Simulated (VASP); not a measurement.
Band structure of ZrSi (relaxed from the zinc blende structure, space group F-43m). Computed with PBE GGA, VASP's PBE PAW potentials (set 64) (plane waves; VASP).

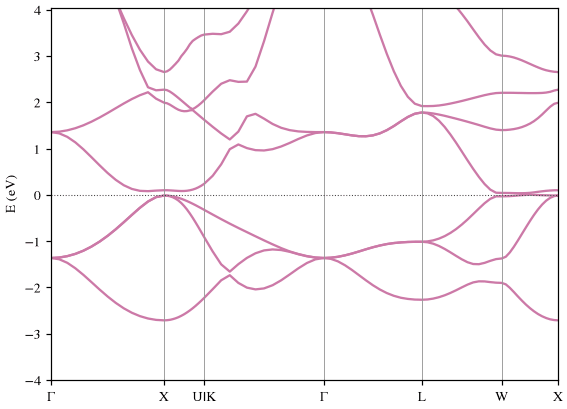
Bands along high-symmetry lines, zero at the valence-band maximum or, without a gap, the Fermi level

Question: Read the plot: is there a gap, and where are the band edges?

Answer: The gap is indirect, 0.03 eV, from the valence maximum at W-X at 0.50 to the conduction minimum at W-X at 0.36. (Edges off the drawn lines would not show.)

The structure was generated: ZrSi was put into the zinc blende type (F-43m), which need not be its known phase. It was relaxed first, which changed the volume by -22 %.
